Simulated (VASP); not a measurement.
Band structure of CuCl (zinc blende). Level of theory: optB88-vdW, VASP's PBE PAW potentials (set 64) (plane waves; VASP).

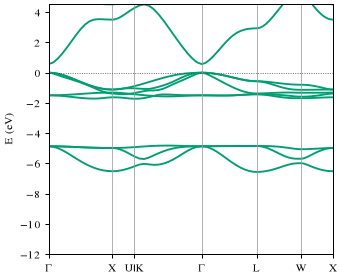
*Bands along high-symmetry lines, zero at the valence-band maximum or, without a gap, the Fermi level*

Problem. Read the plot: is there a gap, and where are the band edges?

Solution. The gap is direct, 0.57 eV, from the valence maximum at Γ to the conduction minimum at Γ. (Edges off the drawn lines would not show.)

Measured: gap 3.39 eV at 2 K (computed value off by -2.82 eV), as given by arXiv:1206.3780.

The compound is CuCl in the zinc blende structure. It was relaxed first.
